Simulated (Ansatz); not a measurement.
## Where H_Cl puts its levels in the gap of K3BrCl2 (P-3m1)

Aim: at which Fermi levels does H_Cl in K3BrCl2 (P-3m1) change its charge? The model is a cell of 54 host atoms with 1 Cl taken out and 1 H put in.

Calculated with Ansatz 0.2.0; place-levels on PBEsol runs: charge-transition levels and formation energies with image-charge correction and potential alignment at the atomic sites.

## (1) Starting point

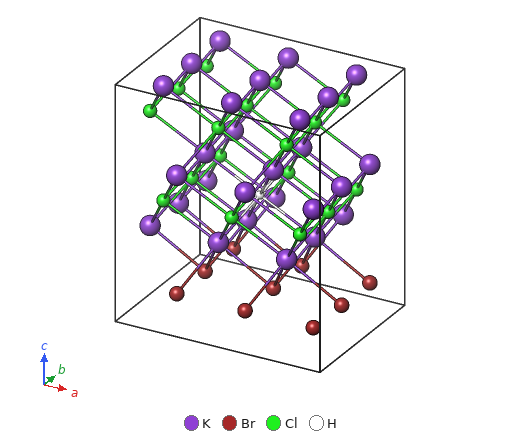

The starting structure, seen slightly off an axis (potassium purple, bromine red, chlorine green, hydrogen white). Bonds to atoms that aren't drawn are left out.

The cell holds 54 atoms: 27 K, 9 Br, 17 Cl and 1 H. Cell: a = 13.448 Å, b = 13.448 Å, c = 11.001 Å, α = 90.0°, β = 90.0°, γ = 120.0°. It derives from K3BrCl2 (space group P-3m1). Nearest the centre at fractional (0.556, 0.444, 0.339): H30 at 0.00 Å, K20 at 3.14 Å, K44 at 3.14 Å, K26 at 3.14 Å, K43 at 3.14 Å, K25 at 3.14 Å, K49 at 3.14 Å, Cl23 at 4.39 Å.

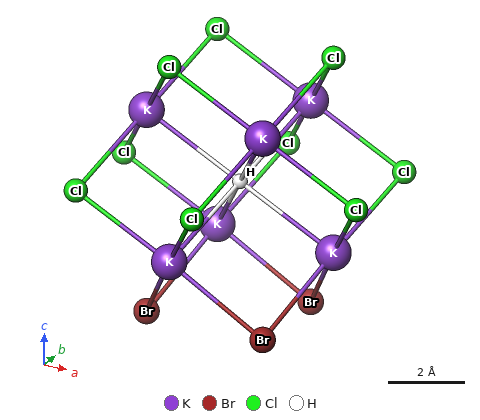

The atoms within 5 Å of the centre.

Known beforehand: the electronic dielectric constant, 2.47, and the static one, 5.30, from a response run on this crystal (DFPT, PBEsol) at that run's own cell.

The cell's shortest repeat is 11.0 Å.

## (2) The runs of each charge state

Levels follow from differences of total energies between charge states, each relaxed by itself.

Random displacements of about 0.05 Å break the site symmetry at the start, so that the relaxation can reach a distorted minimum if there is one. Forces are taken at one point at (¼, ¼, ¼). The cell holds 1 electron more than the neutral one, with a uniform background that keeps it neutral on the whole. The electron count is odd, so at least one spin is unpaired; this run locks the moment at 1 μB.

The sampling was tested on the host first: at the k-points planned (1x1x1 shifted 0.25 0.25 0.25) its energy lies 0.000 eV an atom from the dense-mesh value, under the bound of 0.02 eV set for this test; that bounds the host's error, not the defect's.

One of the inputs; charge, spin and start change from state to state.

File qm1_M1.relax/input.yaml:

```yaml
crystal:
  lattice:
    - [13.44809796, 9.0e-08, 0.0]
    - [-6.72404905, 11.64639442, 0.0]
    - [0.0, 0.0, 11.00083486]
  atoms:
    - { symbol: K, position: [0.0, 0.0, 0.5] }
    - { symbol: K, position: [0.11111111, 0.22222222, 0.17740122] }
[... 3 atom lines left out ...]
    - { symbol: Cl, position: [0.22222222, 0.11111111, 0.3385976] }
[... 5 atom lines left out ...]
    - { symbol: Cl, position: [0.22222222, 0.44444444, 0.3385976] }
[... 7 atom lines left out ...]
    - { symbol: K, position: [0.44444444, 0.22222222, 0.17740122] }
[... 2 atom lines left out ...]
    - { symbol: Cl, position: [0.44444444, 0.22222222, 0.6614024] }
    - { symbol: Cl, position: [0.55555556, 0.11111111, 0.3385976] }
    - { symbol: K, position: [0.33333333, 0.33333333, 0.5] }
    - { symbol: K, position: [0.44444444, 0.55555556, 0.17740122] }
    - { symbol: K, position: [0.55555556, 0.44444444, 0.82259878] }
    - { symbol: Br, position: [0.33333333, 0.33333333, 0.0] }
    - { symbol: Cl, position: [0.44444444, 0.55555556, 0.6614024] }
    - { symbol: H, position: [0.55555556, 0.44444444, 0.3385976] }
[... 5 atom lines left out ...]
    - { symbol: Cl, position: [0.55555556, 0.77777778, 0.3385976] }
[... 6 atom lines left out ...]
    - { symbol: K, position: [0.66666667, 0.33333333, 0.5] }
    - { symbol: K, position: [0.77777778, 0.55555556, 0.17740122] }
[... 1 atom line left out ...]
    - { symbol: Br, position: [0.66666667, 0.33333333, 0.0] }
    - { symbol: Cl, position: [0.77777778, 0.55555556, 0.6614024] }
    - { symbol: Cl, position: [0.88888889, 0.44444444, 0.3385976] }
    - { symbol: K, position: [0.66666667, 0.66666667, 0.5] }
[... 2 atom lines left out ...]
    - { symbol: Br, position: [0.66666667, 0.66666667, 0.0] }
[... 1 atom line left out ...]
    - { symbol: Cl, position: [0.88888889, 0.77777778, 0.3385976] }
  host:
    repeats: [3, 3, 1]
    atoms:
      - { symbol: K, position: [0.0, 0.0, 0.5] }
      - { symbol: K, position: [0.33333333, 0.66666667, 0.17740122] }
      - { symbol: K, position: [0.66666667, 0.33333333, 0.82259878] }
      - { symbol: Br, position: [0.0, 0.0, 0.0] }
      - { symbol: Cl, position: [0.33333333, 0.66666667, 0.6614024] }
      - { symbol: Cl, position: [0.66666667, 0.33333333, 0.3385976] }
total_charge: -1
basis:
  ecutwfc: 420
  xc_grid: 2
hamiltonian:
  xc: pbesol
kpoints:
  mp_grid: { grid: [1, 1, 1], shift: [0.25, 0.25, 0.25] }
magnetization:
  spin_polarized: true
  initial_magnetization: 1
  spin_locking: { lock_magnetization: hard }
scf:
  occupations: { method: fixed }
  max_iter: 80
output:
  forces: true
  charged_corrections:
    epsilon: 2.47
    static_epsilon: 5.3
    defect_position: [0.555556, 0.444444, 0.338598]
relax:
  f_tol: 0.02
  max_steps: 80
  random_displacement: { amplitude: 0.05, seed: 3815 }
checkpoint:
  write: "../qm1_M1.relax.run"
  compress: false
  write_wavefunctions: true
  write_every: 100000
```

The run is started by

```console
> ansatz run input.yaml --threads 8 --pin off --max-ram 14131MiB --backend cpu --events-out ev --progress --plain --runs-dir out
```

The relaxed structure is kept and the sampling changed to a 2×2×2 shifted mesh.

The run of this state that the levels use, under PBEsol:

File qm1_M1.point/input.yaml:

```yaml
crystal:
  checkpoint: "../qm1_M1.relax.run"
  host: checkpoint
total_charge: -1
basis:
  ecutwfc: 420
  xc_grid: 2
hamiltonian:
  xc: pbesol
kpoints:
  mp_grid: { grid: [2, 2, 2], shift: [0.5, 0.5, 0.5] }
magnetization:
  spin_polarized: true
  initial_magnetization: 1
  spin_locking: { lock_magnetization: hard }
scf:
  occupations: { method: fermi_dirac, width: 0.01 }
  max_iter: 80
output:
  forces: true
  eigenvalues: true
  charged_corrections:
    epsilon: 2.47
    static_epsilon: 5.3
    defect_position: [0.555556, 0.444444, 0.338598]
  eigenstates: { localisation: true }
  populations: true
  efg: {}
  band_densities: [{ bands: [v1, v1] }, { bands: [c1, c1] }]
  write_density: true
  write_potential: true
  volumetric_format: npy
checkpoint:
  read: "../qm1_M1.relax.run"
  write: "../qm1_M1.point.run"
  compress: false
  write_wavefunctions: false
  write_every: 100000
```

Relaxations under PBEsol at one point at (¼, ¼, ¼); times on 8 threads of Arm Neoverse V2, shared host:

```
charge  moment (μB)  occupations    outcome  steps  largest displacement against the far atoms (Å)     time
    −1            1        fixed  converged      3                                            0.13     64 s
     0            0        fixed  converged      3                                            0.10     32 s
    +1            1        fixed  converged      9                                            0.37  3.3 min
```

Single points under PBEsol at a 2×2×2 shifted mesh; times on 8 threads of Arm Neoverse V2, shared host:

```
charge  moment (μB)  occupations    outcome     time
    −1            1  fermi-dirac  converged  2.8 min
     0            0  fermi-dirac  converged     75 s
    +1            1  fermi-dirac  converged  4.1 min
```

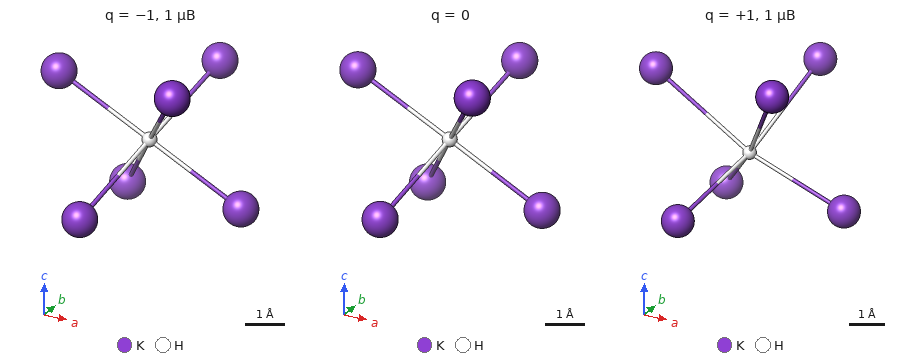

The structures near the centre after relaxation with PBEsol, by charge.

Distances (Å) from H30 to the nearest atoms after relaxation with PBEsol:

```
charge  moment (μB)      1.      2.      3.      4.      5.      6.
    −1            1  K 3.00  K 3.01  K 3.03  K 3.03  K 3.06  K 3.07
     0            0  K 3.02  K 3.03  K 3.03  K 3.04  K 3.05  K 3.05
    +1            1  K 3.20  K 3.21  K 3.24  K 3.58  K 3.61  K 3.62
```

## (3) Placing the levels, PBEsol

A charged cell interacts with its images and the background, and its potential has another zero than the host's. place-levels removes the first by a point-charge model, screened by the static dielectric constant since the ions have relaxed around the charge, and the second by comparing potentials at atoms far from the defect.

The host is a run of the defect-free crystal in the same cutoffs, grids and k-points, so that basis and sampling errors cancel in part in the differences. The host is run in a cell of 6 atoms on a matching mesh. Its band edges are searched through the zone by a band path, so the gap is smaller than, or equal to, that on the mesh. Chemical potentials are energies per atom of Cl (Cl2 molecule) and H (H2 molecule), run with the same functional and cutoff.

File levels.point.yaml:

```yaml
host:
  run: host.point.run
states: [qm1_M1.point.run, q0.point.run, qp1_M1.point.run]
geometry_from:
  qm1_M1.point.run: qm1_M1.relax.run
  q0.point.run: q0.relax.run
  qp1_M1.point.run: qp1_M1.relax.run
  host.point.run: host.relax.run
chemical_potentials:
  Cl:
    energy: -1060.711994
    dataset: "<sha256 of the dataset>"
  H:
    energy: -15.609288
    dataset: "<sha256 of the dataset>"
epsilon: 2.47
static_epsilon: 5.3
vertical:
  - { from: qm1_M1.point.run, to: qm1_M1.point_neutral.run }
  - { from: qp1_M1.point.run, to: qp1_M1.point_neutral.run }
```

The run is started by

```console
> ansatz place-levels levels.point.yaml -- --threads 8 --pin off --max-ram 14131MiB
```

Numbers of over 12 decimals in the logs are rounded to 6 here.

The program printed:

```text
[... repeated set-up lines and file paths are left out, and long positions are rounded to six places ...]
(+1/0) 0.602 eV above the valence edge, 3.939 eV under the conduction edge
(0/-1) 4.596 eV above the valence edge (+5.195 eV without the band-filling correction), in the conduction band
formation energy of charge +1: +3.099 eV with the Fermi level at the valence edge
formation energy of charge 0: +3.701 eV with the Fermi level at the valence edge
formation energy of charge -1: +8.297 eV with the Fermi level at the valence edge
vertical -1 to 0: no energy, since no alignment is typed
  the change from vertical[0].from (qm1_M1.point.run) to vertical[0].to (qm1_M1.point_neutral.run): by its potential at epsilon 2.47 it stands at 0.038 0.951 0.557, with an rms radius of about 7.5 Å (4.2 4.2 4.6 Å across the planes of the cell's vectors); [...]
vertical +1 to 0: no energy, since no alignment is typed
  the change from vertical[1].from (qp1_M1.point.run) to vertical[1].to (qp1_M1.point_neutral.run): by its potential at epsilon 2.47 it stands at 0.557 0.442 0.312, with an rms radius of about 0.0 Å (0.0 0.0 0.0 Å across the planes of the cell's vectors); [...]
  edges by pbesol, gap 4.541 eV; the host is sampled to repeats of 26.90 Å
  the defect's cells are sampled to repeats of 26.90 Å, like sampling
  charge +1: -83710.1717 eV with its correction of +0.202 eV, at epsilon 5.3, aligned at sites: -0.1203 eV, mean over 28 atomic sites at or beyond 5.50 Å from the defect at [0.5556, 0.4444, 0.3386], with +0.000000 for the charge's moments and without [...]
  charge 0: +0.000 eV for its dipole among its images, +0.000 omitted
  charge -1: -83701.7367 eV with its correction of +0.316 eV, at epsilon 5.3, aligned at sites: +0.0068 eV, mean over 28 atomic sites at or beyond 5.50 Å from the defect at [0.5556, 0.4444, 0.3386], with +0.000115 for the charge's moments and without [...]
  of states[2] (qp1_M1.point.run): its displacements don't fall off away from the defect: farther atoms stand 0.036 Å off the host's places. [...]
  of states[1] (q0.point.run): its displacements don't fall off away from the defect: farther atoms stand 0.013 Å off the host's places. [...]
  of states[0] (qm1_M1.point.run): it parts from the run at its places by a charge that spreads by about 4.6 Å along one vector (1.9 Å or more is wide), by its potential at epsilon 2.47, taken for that of held ions (one typed too small widens it), where the [...]
  of vertical[0].from (qm1_M1.point.run): its displacements don't fall off away from the defect: farther atoms stand 0.015 Å off the host's places. [...]
  of vertical[0].to (qm1_M1.point_neutral.run): its displacements don't fall off away from the defect: farther atoms stand 0.015 Å off the host's places. [...]
  of vertical[1].from (qp1_M1.point.run): its displacements don't fall off away from the defect: farther atoms stand 0.036 Å off the host's places. [...]
  of vertical[1].to (qp1_M1.point_neutral.run): its displacements don't fall off away from the defect: farther atoms stand 0.036 Å off the host's places. [...]
```

The job ended after 0.28 s (8 threads of Arm Neoverse V2, shared host).

Under PBEsol the gap is 4.54 eV, (+1/0) 0.60, (0/−1) 4.60 (outside the gap) (with band filling) eV.

Levels between the charges placed, in eV above the valence top:

```
        gap (eV)  (+1/0)  (0/−1)
PBEsol      4.54    0.60    4.60
```

Corrections by state:

```
charge  moment (μB)  image terms and alignment (eV)  band filling (eV)  ε used  over the lowest of its charge, as the program ranks them, band filling apart (eV)
    +1          1.0                           0.202                  -    5.30                                                                              0.000
     0          0.0                           0.000                  -       -                                                                              0.000
    −1          1.0                           0.316             -0.599    5.30                                                                              0.000
```

The charged structures listed were also run neutral, and place-levels reads from each pair, by the potential or the spins, how wide the charge is by which they differ; that can be the carrier of either run.

```
charge  rms radius (Å)  spread where it is widest against the cell (Å)  wide from (Å)  reading
    +1             0.0                                            0.00           2.02   narrow
    −1             7.5                                            4.60           1.91     wide
```

The neutral runs of these pairs need not share the spin of the lowest neutral state, and very wide values only mean spread over the cell.

From the program's caveats on the states, each cut to its opening words:

- charge +1 (1 μB): its displacements don't fall off away from the defect: farther atoms stand 0.036 Å off the host's places
- charge 0: its displacements don't fall off away from the defect: farther atoms stand 0.013 Å off the host's places
- charge −1 (1 μB): it parts from the run at its places by a charge that spreads by about 4.6 Å along one vector (1.9 Å or more is wide), by its potential at epsilon 2.47, taken [...]
- charge −1 (1 μB): a band-filling correction moves a carrier to the host's band edge, which changes its energy by -0.599 eV
- charge −1 (1 μB): its displacements don't fall off away from the defect: farther atoms stand 0.015 Å off the host's places
- charge −1 (1 μB): its moments are held at its close (magnetization.spin_locking), by a field of 0.082 eV a Bohr magneton, and its energy and levels are of the state that this [...]

Chemical potentials of the elements' reference phases, run alike. Formation energies (elemental references), with the Fermi level at the valence top and at the conduction bottom (gap 4.54 eV):

```
charge  at valence top (eV)  at conduction bottom (eV)  correction included (eV)
    +1                 3.10                       7.64                      0.20
     0                 3.70                       3.70                      0.00
    −1                 8.30                       3.76                     -0.28
```

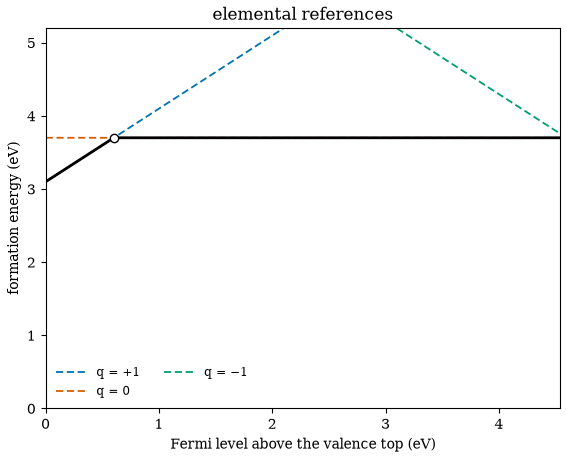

Formation energy against Fermi level; the thick line follows the lowest charge state and circles mark the transition levels.

## (4) The same at the relaxations' own k-points

The relaxations' own energies give the levels at their sampling, for comparison.

File levels.relax_mesh.yaml:

```yaml
host:
  run: host.relax.run
states: [qm1_M1.relax.run, q0.relax.run, qp1_M1.relax.run]
chemical_potentials:
  Cl:
    energy: -1060.711994
    dataset: "<sha256 of the dataset>"
  H:
    energy: -15.609288
    dataset: "<sha256 of the dataset>"
```

The run is started by

```console
> ansatz place-levels levels.relax_mesh.yaml -- --threads 8 --pin off --max-ram 14131MiB
```

The program printed:

```text
(+1/0) 0.605 eV above the valence edge, 3.937 eV under the conduction edge
[...]
formation energy of charge +1: +3.100 eV with the Fermi level at the valence edge
formation energy of charge 0: +3.704 eV with the Fermi level at the valence edge
formation energy of charge -1: +8.301 eV with the Fermi level at the valence edge
  edges by pbesol, gap 4.542 eV; the host is sampled to repeats of 17.37 Å
[... the lines on each state left out ...]
```

Elapsed: 0.09 s, on 8 threads.

Levels between neighbouring charges, in eV above the valence top:

```
                        gap (eV)  (+1/0)  (0/−1)
one point at (¼, ¼, ¼)      4.54    0.60    4.60
  a 2×2×2 shifted mesh      4.54    0.60    4.60
```

Going from one point at (¼, ¼, ¼) to a 2×2×2 shifted mesh moves the levels that carry no band-filling term by up to 0.00 eV and formation energies against the elements by up to 0.00 eV; band-filling terms, which differ between samplings, are in these energies.

## (5) Placing the levels, r2SCAN

r2SCAN on the same structure is run to see how far the result rests on the functional, though not on the errors that semilocal functionals share; the sampling changes too, to one point at (¼, ¼, ¼), so differences hold both changes.

File qm1_M1.r2scan/input.yaml:

```yaml
crystal:
  checkpoint: "../qm1_M1.relax.run"
  host: checkpoint
total_charge: -1
basis:
  ecutwfc: 500
  xc_grid: 2
hamiltonian:
  xc: r2scan
kpoints:
  mp_grid: { grid: [1, 1, 1], shift: [0.25, 0.25, 0.25] }
magnetization:
  spin_polarized: true
  initial_magnetization: 1
  spin_locking: { lock_magnetization: hard }
scf:
  occupations: { method: fermi_dirac, width: 0.01 }
  max_iter: 80
output:
  forces: true
  eigenvalues: true
  charged_corrections:
    epsilon: 2.47
    static_epsilon: 5.3
    defect_position: [0.555556, 0.444444, 0.338598]
checkpoint:
  write: "../qm1_M1.r2scan.run"
  compress: false
  write_wavefunctions: false
  write_every: 100000
```

Run time: 88 s. Hardware: 8 threads; peak memory 6.4 GiB.

File levels.r2scan.yaml:

```yaml
host:
  run: host.r2scan.run
  levels_from: { run: edges.r2scan.run }
states: [qm1_M1.r2scan.run, q0.r2scan.run, qp1_M1.r2scan.run]
geometry_from:
  qm1_M1.r2scan.run: qm1_M1.relax.run
  q0.r2scan.run: q0.relax.run
  qp1_M1.r2scan.run: qp1_M1.relax.run
  host.r2scan.run: host.relax.run
chemical_potentials:
  Cl:
    energy: -1083.517615
    dataset: "<sha256 of the dataset>"
  H:
    energy: -15.945667
    dataset: "<sha256 of the dataset>"
```

The run is started by

```console
> ansatz place-levels levels.r2scan.yaml -- --threads 8 --pin off --max-ram 14131MiB
```

The program printed:

```text
(+1/0) 0.749 eV above the valence edge, 4.564 eV under the conduction edge
[...]
formation energy of charge +1: +3.258 eV with the Fermi level at the valence edge
formation energy of charge 0: +4.007 eV with the Fermi level at the valence edge
formation energy of charge -1: +9.362 eV with the Fermi level at the valence edge
  edges by r2scan of host.levels_from (edges.r2scan.run), its mesh sampled to repeats of 31.38 Å (the valence edge +0.051 eV and the conduction edge -0.593 eV from those of the host's own run), gap 5.313 eV; the host is sampled to repeats of 17.37 Å
[... the lines on each state left out ...]
```

Wall time 0.18 s (8 threads).

Under r2SCAN the gap is 5.31 eV, (+1/0) 0.75, (0/−1) 5.36 (outside the gap) (with band filling) eV.

## (6) The ladder

Levels between neighbouring charges, in eV above each run's own valence top:

```
                                        gap (eV)  (+1/0)  (0/−1)  CPU time a state at this stage (restarts are quicker than cold starts)
            PBEsol, 2×2×2 shifted mesh      4.54    0.60    4.60                                                                  21 min
r2SCAN on PBEsol structures, (¼, ¼, ¼)      5.31    0.75    5.36                                                                 8.1 min
```

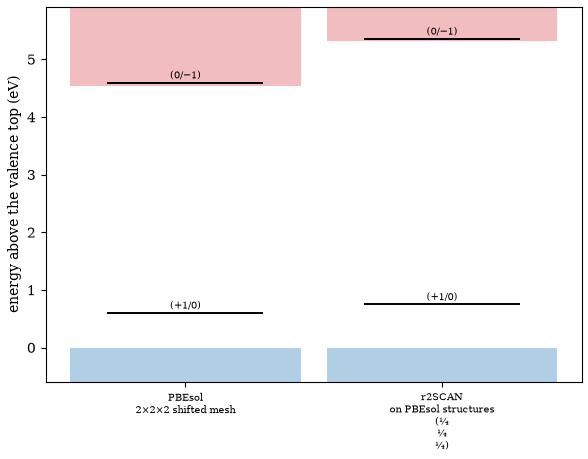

Levels between stable charges at each rung, each against its own band edges (shaded).

## (7) Outcome

| Quantity | Value |
| --- | --- |
| gap of the host | 4.54 eV (PBEsol) |
| level (plus 1/0) | 0.60 eV above the valence top |
| level (0/minus 1) | 4.60 eV above the valence top, past the conduction bottom (5.20 eV above the valence top without the band-filling term) |
| lowest of the charges placed, just above the valence top (0.02 eV) | +1 |
| lowest of the charges placed, just below the conduction bottom (0.02 eV) | 0 |
| lowest formation energy at mid-gap of the charges run, elemental references | 3.70 eV |

Of the charges placed (−1, 0 and +1), the lowest changes at 0.60 eV (+1/0) above the valence top, in a gap of 4.54 eV. Charges above +1 were not placed, so these runs say nothing of levels that involve them. States placed: +1 at 1 μB; 0 at 0 μB; −1 at 1 μB. Other spin states or structures, where not listed, weren't placed. The program finds carriers beyond a band edge of the host and adds a band-filling term at charge −1 (-0.60 eV); steps to such a charge show no bound level, and a defect level inside a band would be read the same way. H is taken at its element; compounds, which aren't counted here, bound the chemical potentials and would shift these formation energies. Going from one point at (¼, ¼, ¼) to a 2×2×2 shifted mesh moves the levels that carry no band-filling term by up to 0.00 eV and formation energies against the elements by up to 0.00 eV; band-filling terms, which differ between samplings, are in these energies. Limits: PBEsol makes the gap too small and tends to spread out bound carriers; where a gas molecule sets a chemical potential or the host's formation energy, its binding is uncorrected.

[Logs are printed without paths, hosts, clocks, repeated set-up lines and the standing remarks that a program may print on its own settings, such as how far it seeks lower states.]

[Hosts, paths, dates, database ids (printed as entryN), source tags and the programs' standing remarks are cut or masked in the printed files.]

[Where a table of states has a column of steps, it counts the stored structures, which are thinned; the runs took as many ionic steps or more.]

[A defect's name tells the site on which it was built; relaxed atoms can leave that site.]

[For some hosts the program warned that the k-mesh of the response run may be too coarse for force constants and the static dielectric constant; such warnings are not shown here.]
